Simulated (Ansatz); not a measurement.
# SnH3(NHEt) (C₂H₉NSn): structure and electronic state

What does SnH3(NHEt) (C₂H₉NSn) look like as a singlet, and where do its frontier electrons sit?

Computed with Ansatz 0.2.0, Gaussian basis. Level: RKS PBE0-D4/def2-TZVP.

The runs, in order: relaxation at PBE-D4/def2-SVP; a search for the lowest solution at PBE0-D4/def2-SVP; a single point at PBE0-D4/def2-TZVP.

1 further run of the same task is left out (set aside as unsound or not needed). Runs told in other sessions of the task aren't counted.

## 1. The system as given

13 atoms, charge 0, spin multiplicity 1.

Atoms are counted from 1 here; the program's logs count them from 0.

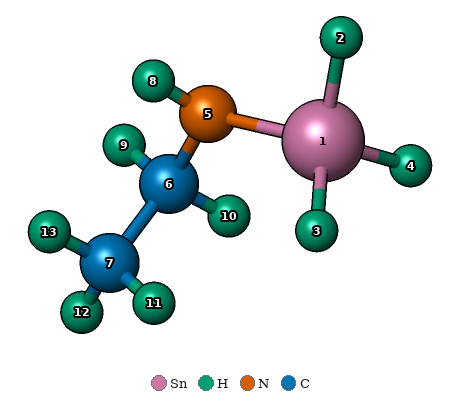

As it starts; tin pink, hydrogen teal, nitrogen orange, carbon blue; atoms are numbered from 1 in the order of the file.

Sn takes a core potential in the def2 sets. No spin-orbit coupling is included.

The start is a GFN2-xTB geometry.

## 2. Optimising with PBE-D4/def2-SVP

Contents of in.yaml:

```yaml
crystal:
  periodic: [false, false, false]
  atoms:
    - {symbol: Sn, position_ang: [0.508270, 1.631390, 1.123540]}
    - {symbol: H, position_ang: [0.315620, 1.894750, 2.743480]}
    - {symbol: H, position_ang: [2.148670, 1.509260, 0.767330]}
    - {symbol: H, position_ang: [-0.130020, 2.854080, 0.211200]}
    - {symbol: N, position_ang: [-0.673290, 0.053030, 0.756180]}
    - {symbol: C, position_ang: [-0.863630, -0.491890, -0.568700]}
    - {symbol: C, position_ang: [0.298340, -1.340620, -1.069000]}
    - {symbol: H, position_ang: [-0.560870, -0.704720, 1.416990]}
    - {symbol: H, position_ang: [-1.775590, -1.097340, -0.554020]}
    - {symbol: H, position_ang: [-1.031140, 0.340710, -1.254170]}
    - {symbol: H, position_ang: [1.207330, -0.742560, -1.115210]}
    - {symbol: H, position_ang: [0.085860, -1.727740, -2.061740]}
    - {symbol: H, position_ang: [0.470440, -2.178360, -0.395880]}
basis:
  gaussian: {orbitals: def2-SVP}
hamiltonian: {xc: pbe, dispersion: d4}
scf: {lower_state_search: "off"}
output: {orbitals: {seedname: orbitals}}
relax: {f_tol: 0.02, max_steps: 100}
```

Launch:

```console
$ ansatz run in.yaml --threads 4 --pin off --events-out ev --progress --plain --max-ram 3916MiB
```

Standard output:

```text
Functional definition: PBE
  name "PBE"
  cite "Perdew, Burke & Ernzerhof, Phys. Rev. Lett. 77, 3865 (1996) doi:10.1103/PhysRevLett.77.3865"
  parent pbe
  parameter kappa = 0.804
  parameter beta = 0.06672455060314922
  exchange = pbe_x(kappa = kappa, mu = beta*pi^2/3)
  correlation = pbe_c(beta = beta)
these checks for a lower state are left out or cut short: stability, starts, cluster_reference, orbital_swaps, neighbouring_geometries, increment
1301 factors; their error is unknown
mean field evaluation 1: about -9520.5149 eV, gradient 7.2e1 eV
mean field evaluation 2: about -9461.2715 eV, gradient 1.5e2 eV
mean field evaluation 4: about -9532.6706 eV, gradient 1.4e1 eV
mean field evaluation 8: about -9533.1009 eV, gradient 2.6e-1 eV
mean field evaluation 16: about -9533.0539 eV, gradient 2.2e-3 eV
mean field -9533.05388360 eV, -350.3332684863 hartree, gradient 4.2e-6 eV, S^2 0.000000; 0 other end points of the search recorded, 0 dependent functions left out
the calculation of the forces begins
reference -9533.05392655 eV, -350.3332700649 hartree; 25, 25 occupied and 88, 88 virtual orbitals, 1301 factors
relax step   1: F+E_penalty+E_count = -9533.31173316 eV  Δ(F+E_penalty+E_count) = +0.000e0 eV  max|allowed force component| = 1.102e0 eV/Å  Δτ_max = 0.0000 Å  (18 SCF iters, accepted)
these checks for a lower state are left out or cut short: stability, starts, cluster_reference, orbital_swaps, neighbouring_geometries, increment
1301 factors; their error is unknown
mean field -9533.24763099 eV, -350.3403885716 hartree, gradient 1.9e-6 eV, S^2 0.000000; 0 other end points of the search recorded, 0 dependent functions left out
the calculation of the forces begins
reference -9533.24767439 eV, -350.3403901663 hartree; 25, 25 occupied and 88, 88 virtual orbitals, 1301 factors
relax step   2: F+E_penalty+E_count = -9533.49932193 eV  Δ(F+E_penalty+E_count) = -1.876e-1 eV  max|allowed force component| = 2.661e-1 eV/Å  Δτ_max = 0.1530 Å  (19 SCF iters, accepted)
these checks for a lower state are left out or cut short: stability, starts, cluster_reference, orbital_swaps, neighbouring_geometries, increment
1301 factors; their error is unknown
mean field evaluation 32: about -9533.2657 eV, gradient 1.3e-4 eV
mean field -9533.26572965 eV, -350.3410536852 hartree, gradient 1.5e-6 eV, S^2 0.000000; 0 other end points of the search recorded, 0 dependent functions left out
the calculation of the forces begins
reference -9533.26577298 eV, -350.3410552774 hartree; 25, 25 occupied and 88, 88 virtual orbitals, 1301 factors
relax step   3: F+E_penalty+E_count = -9533.51833105 eV  Δ(F+E_penalty+E_count) = -1.901e-2 eV  max|allowed force component| = 7.793e-2 eV/Å  Δτ_max = 0.0385 Å  (20 SCF iters, accepted)
these checks for a lower state are left out or cut short: stability, starts, cluster_reference, orbital_swaps, neighbouring_geometries, increment
1301 factors; their error is unknown
mean field -9533.26767108 eV, -350.3411250313 hartree, gradient 1.5e-6 eV, S^2 0.000000; 0 other end points of the search recorded, 0 dependent functions left out
the calculation of the forces begins
reference -9533.26771435 eV, -350.3411266214 hartree; 25, 25 occupied and 88, 88 virtual orbitals, 1301 factors
relax step   4: F+E_penalty+E_count = -9533.52056602 eV  Δ(F+E_penalty+E_count) = -2.235e-3 eV  max|allowed force component| = 3.612e-2 eV/Å  Δτ_max = 0.0476 Å  (20 SCF iters, accepted)
these checks for a lower state are left out or cut short: stability, starts, cluster_reference, orbital_swaps, neighbouring_geometries, increment
1301 factors; their error is unknown
mean field -9533.26762672 eV, -350.3411234011 hartree, gradient 1.5e-6 eV, S^2 0.000000; 0 other end points of the search recorded, 0 dependent functions left out
the calculation of the forces begins
reference -9533.26766992 eV, -350.3411249887 hartree; 25, 25 occupied and 88, 88 virtual orbitals, 1301 factors
relax step   5: F+E_penalty+E_count = -9533.52128992 eV  Δ(F+E_penalty+E_count) = -7.239e-4 eV  max|allowed force component| = 3.970e-2 eV/Å  Δτ_max = 0.0391 Å  (20 SCF iters, accepted)
these checks for a lower state are left out or cut short: stability, starts, cluster_reference, orbital_swaps, neighbouring_geometries, increment
1301 factors; their error is unknown
mean field -9533.26748620 eV, -350.3411182372 hartree, gradient 1.5e-6 eV, S^2 0.000000; 0 other end points of the search recorded, 0 dependent functions left out
the calculation of the forces begins
reference -9533.26752935 eV, -350.3411198229 hartree; 25, 25 occupied and 88, 88 virtual orbitals, 1301 factors
relax step   6: F+E_penalty+E_count = -9533.52165010 eV  Δ(F+E_penalty+E_count) = -3.602e-4 eV  max|allowed force component| = 4.205e-2 eV/Å  Δτ_max = 0.0227 Å  (20 SCF iters, accepted)
these checks for a lower state are left out or cut short: stability, starts, cluster_reference, orbital_swaps, neighbouring_geometries, increment
1301 factors; their error is unknown
mean field -9533.26738516 eV, -350.3411145238 hartree, gradient 1.5e-6 eV, S^2 0.000000; 0 other end points of the search recorded, 0 dependent functions left out
the calculation of the forces begins
reference -9533.26742828 eV, -350.3411161086 hartree; 25, 25 occupied and 88, 88 virtual orbitals, 1301 factors
relax step   7: F+E_penalty+E_count = -9533.52176734 eV  Δ(F+E_penalty+E_count) = -1.172e-4 eV  max|allowed force component| = 1.720e-2 eV/Å  Δτ_max = 0.0080 Å  (21 SCF iters, accepted)
Total energy: -9533.52181046 eV, -350.3504644813 hartree
Atom 0 at     0.513689     1.639608     1.139355 Å, force    -0.006178     0.002724     0.003255 eV/Å
Atom 1 at     0.328612     1.996928     2.818821 Å, force    -0.000366    -0.001635    -0.005032 eV/Å
Atom 2 at     2.199310     1.380166     0.778277 Å, force    -0.002456     0.002252    -0.000252 eV/Å
Atom 3 at    -0.105595     2.895515     0.127744 Å, force     0.007348    -0.000148     0.000054 eV/Å
Atom 4 at    -0.748929     0.033492     0.794502 Å, force     0.007359     0.007617     0.017205 eV/Å
Atom 5 at    -0.882536    -0.512073    -0.551595 Å, force    -0.005173    -0.008032    -0.004891 eV/Å
Atom 6 at     0.310530    -1.312699    -1.086979 Å, force     0.005351    -0.008226    -0.010815 eV/Å
Atom 7 at    -0.595394    -0.716559     1.481122 Å, force    -0.006495    -0.002472    -0.004322 eV/Å
Atom 8 at    -1.792116    -1.158243    -0.581730 Å, force     0.003370     0.001953     0.005777 eV/Å
Atom 9 at    -1.103150     0.329568    -1.246429 Å, force    -0.000347     0.000089    -0.000920 eV/Å
Atom 10 at     1.226424    -0.686688    -1.143601 Å, force    -0.003186     0.000225     0.000928 eV/Å
Atom 11 at     0.110677    -1.713066    -2.103421 Å, force     0.002301     0.001749    -0.001809 eV/Å
Atom 12 at     0.538468    -2.175960    -0.426066 Å, force    -0.001529     0.003904     0.000824 eV/Å
Dipole moment:     0.100399    -0.144455    -0.019051 e Å
Checks for a lower state left out: stability, starts, cluster_reference, orbital_swaps, neighbouring_geometries, increment
```

Wall time 6 s (4 threads of Arm Neoverse V2, shared host).

The steps of the relaxation:

```
step  energy from step 1 (eV)  largest force component (eV/Å)
   1                   0.0000                          1.1016
   2                  -0.1876                          0.2661
   3                  -0.2066                          0.0779
   4                  -0.2088                          0.0361
   5                  -0.2096                          0.0397
   6                  -0.2099                          0.0421
   7                  -0.2100                          0.0172
```

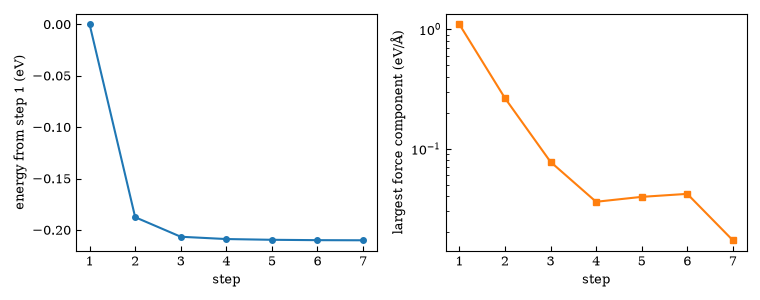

Energy and force, step by step.

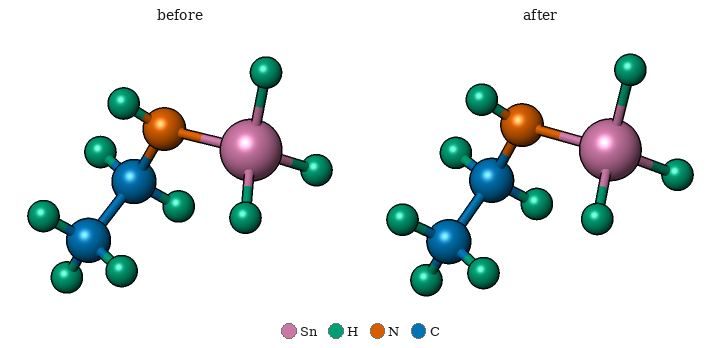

The geometry before (left) and after (right).

Close pairs (by a distance rule), those that changed most:

```
  bond  before (Å)  after (Å)  change (Å)
Sn1–H2       1.652      1.727      +0.075
Sn1–H4       1.654      1.727      +0.074
Sn1–N5       2.006      2.072      +0.066
Sn1–H3       1.683      1.743      +0.060
C7–H12       1.087      1.111      +0.024
C7–H13       1.088      1.111      +0.022
C6–H10       1.091      1.113      +0.022
C7–H11       1.089      1.111      +0.022
```

Bonds by kind at the end (by distance):

```
bond  count  shortest (Å)  longest (Å)
N–Sn      1         2.072        2.072
 C–N      1         1.459        1.459
 C–C      1         1.533        1.533
 C–H      5         1.111        1.116
H–Sn      3         1.727        1.743
 H–N      1         1.028        1.028
```

## 3. Searching for the lowest solution, PBE0-D4/def2-SVP

start.molden holds the orbitals of an earlier run on this state, given as this run's starting guess.

Contents of in.yaml:

```yaml
crystal:
  periodic: [false, false, false]
  atoms:
    - {symbol: Sn, position_ang: [0.513689, 1.639608, 1.139355]}
    - {symbol: H, position_ang: [0.328612, 1.996928, 2.818821]}
    - {symbol: H, position_ang: [2.199310, 1.380166, 0.778277]}
    - {symbol: H, position_ang: [-0.105595, 2.895515, 0.127744]}
    - {symbol: N, position_ang: [-0.748929, 0.033492, 0.794502]}
    - {symbol: C, position_ang: [-0.882536, -0.512073, -0.551595]}
    - {symbol: C, position_ang: [0.310530, -1.312699, -1.086979]}
    - {symbol: H, position_ang: [-0.595394, -0.716559, 1.481122]}
    - {symbol: H, position_ang: [-1.792116, -1.158243, -0.581730]}
    - {symbol: H, position_ang: [-1.103150, 0.329568, -1.246429]}
    - {symbol: H, position_ang: [1.226424, -0.686688, -1.143601]}
    - {symbol: H, position_ang: [0.110677, -1.713066, -2.103421]}
    - {symbol: H, position_ang: [0.538468, -2.175960, -0.426066]}
basis:
  gaussian: {orbitals: def2-SVP, initial_orbitals: start.molden}
hamiltonian: {xc: pbe0, dispersion: d4}
output: {orbitals: {seedname: orbitals}}
```

The command is unchanged.

Standard output:

```text
Functional definition: PBE0
  name "PBE0"
  cite "Adamo & Barone, J. Chem. Phys. 110, 6158 (1999) doi:10.1063/1.478522"
  cite "Perdew, Burke & Ernzerhof, Phys. Rev. Lett. 77, 3865 (1996) doi:10.1103/PhysRevLett.77.3865"
  parent pbe
  parameter a = 0.25
  parameter kappa = 0.804
  parameter beta = 0.06672455060314922
  exchange = (1 - a)*pbe_x(kappa = kappa, mu = beta*pi^2/3) + a*exact_x
  correlation = pbe_c(beta = beta)
1364 factors; their error is unknown
mean field evaluation 1: about -9534.0985 eV, gradient 5.9e0 eV
mean field evaluation 2: about -9534.1868 eV, gradient 9.3e-2 eV
mean field evaluation 4: about -9534.2423 eV, gradient 3.0e-4 eV
mean field evaluation 8: about -9526.7846 eV, gradient 5.6e1 eV
mean field evaluation 16: about -9534.2421 eV, gradient 3.0e-1 eV
mean field -9534.24226180 eV, -350.3769405795 hartree, gradient 1.5e-5 eV, S^2 0.000000; 1 other end points of the search recorded, 0 dependent functions left out
reference -9534.24229472 eV, -350.3769417893 hartree; 25, 25 occupied and 88, 88 virtual orbitals, 1364 factors
Total energy: -9534.45797761 eV, -350.3848679893 hartree
```

Wall time 1.5 s (4 threads of Arm Neoverse V2, shared host).

Report: HOMO -6.34 eV, LUMO 0.24 eV.

## 4. Single point, PBE0-D4/def2-TZVP

in.yaml: that of step 3 with these lines changed.

```diff
@@ -17,4 +17,5 @@
 basis:
-  gaussian: {orbitals: def2-SVP, initial_orbitals: start.molden}
+  gaussian: {orbitals: def2-TZVP, initial_orbitals: start.molden}
 hamiltonian: {xc: pbe0, dispersion: d4}
+scf: {omitted_lower_state_checks: [starts]}
 output: {orbitals: {seedname: orbitals}}
```

Launched as before.

Standard output:

```text
Functional definition: PBE0
  name "PBE0"
  cite "Adamo & Barone, J. Chem. Phys. 110, 6158 (1999) doi:10.1063/1.478522"
  cite "Perdew, Burke & Ernzerhof, Phys. Rev. Lett. 77, 3865 (1996) doi:10.1103/PhysRevLett.77.3865"
  parent pbe
  parameter a = 0.25
  parameter kappa = 0.804
  parameter beta = 0.06672455060314922
  exchange = (1 - a)*pbe_x(kappa = kappa, mu = beta*pi^2/3) + a*exact_x
  correlation = pbe_c(beta = beta)
these checks for a lower state are left out or cut short: starts
1372 factors; their error is unknown
mean field evaluation 1: about -9536.5169 eV, gradient 9.2e1 eV
mean field evaluation 2: about -9538.4965 eV, gradient 2.2e0 eV
mean field evaluation 4: about -9538.5742 eV, gradient 4.8e-1 eV
mean field evaluation 8: about -9538.5745 eV, gradient 1.9e-5 eV
mean field -9538.57450336 eV, -350.5361475206 hartree, gradient 1.9e-5 eV, S^2 0.000000; 0 other end points of the search recorded, 0 dependent functions left out
reference -9538.57454563 eV, -350.5361490738 hartree; 25, 25 occupied and 172, 172 virtual orbitals, 1372 factors
Total energy: -9538.79022852 eV, -350.5440752739 hartree
Checks for a lower state left out: starts
```

It took 1.9 s on 4 threads of Arm Neoverse V2, shared host.

Report: HOMO -6.50 eV, LUMO -0.13 eV.

Mulliken charges, from this run's orbitals:

Sn1 0.45; H2 -0.05; H3 -0.07; H4 -0.06; N5 -0.57; C6 -0.11; C7 -0.36; H8 0.21; H9 0.11; H10 0.11; H11 0.12; H12 0.12; H13 0.11

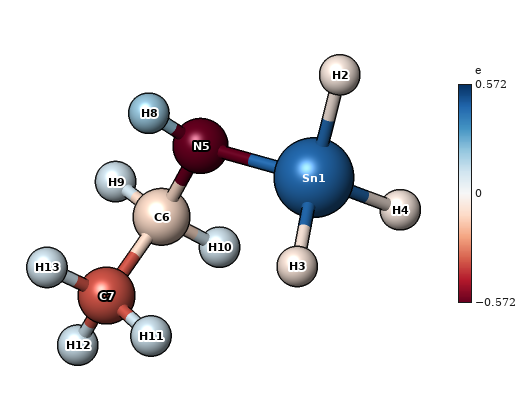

Mulliken charges, from this run's orbitals, as colours on the atoms.

Largest Mayer bond orders: N5–C6 1.02; C6–C7 1.00; C7–H13 0.97; C6–H10 0.96; C7–H11 0.96; C7–H12 0.96; C6–H9 0.95; Sn1–N5 0.94; Sn1–H2 0.93; Sn1–H4 0.93.

## 5. Outcome

| quantity | value |
| --- | --- |
| point group | C1 |
| N–Sn bond | 2.072 Å |
| HOMO, LUMO at PBE0-D4/def2-TZVP | -6.50, -0.13 eV |
| dipole at PBE-D4/def2-SVP | 0.85 D |

What this shows: The molecule keeps its bonding pattern by the stored test; the atoms moved 0.08 Å (rms). No usable vibrations, so a minimum isn't proven. The point group is read from a loosely relaxed geometry; soft torsions can leave it below the true symmetry.
